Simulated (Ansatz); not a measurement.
System: AlH5N2O.

```xyz
9

N    -0.5430    1.0219   -1.2619
Al   -0.1445    0.0985    0.1916
N     1.0898   -1.1739    0.1660
O    -1.0064    0.5027    1.6051
H    -0.0822    0.9512   -2.1557
H    -1.2658    1.7247   -1.2971
H     1.4103   -1.6892    0.9716
H     1.5854   -1.4839   -0.6563
H    -0.9550    0.0018    2.4197
```

Theory: RKS PBE0/def2-mTZVP (Ansatz 0.2.0).

What can the converged electron density and electron localisation function tell about the bonding?

Al–O (1.70 Å): the density is about 0.87 e/Å³ at the midpoint; the ELF peaks at about 0.90 in the valence shell of O, 0.6 Å from its nucleus, and is about 0.45 at the midpoint.
Al–N (1.77 Å): ρ at the midpoint is about 0.85 e/Å³; the ELF peaks at about 0.90 in the valence shell of N, 0.7 Å from its nucleus, and is about 0.65 at the midpoint.
O–H (0.96 Å): ρ at the midpoint is about 3.7 e/Å³; the ELF climbs to about 1 towards the hydrogen, as it does in any bond to H: a covalent bond by its length.
N–H (1.01 Å): ρ is about 2.8 e/Å³ halfway; the ELF climbs to about 1 towards the hydrogen: an ordinary covalent bond to hydrogen.

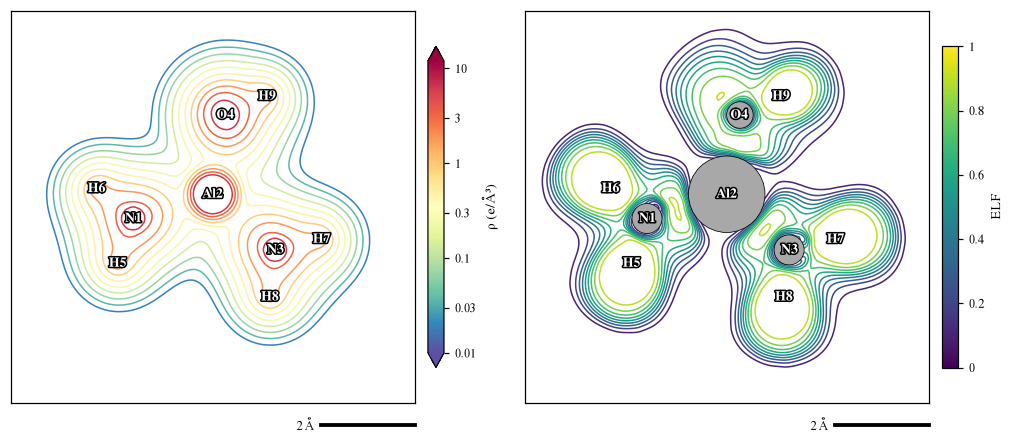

Computed electron density and electron localisation function on the molecular plane, in this order. Grey discs cover the atomic cores in the ELF map. 
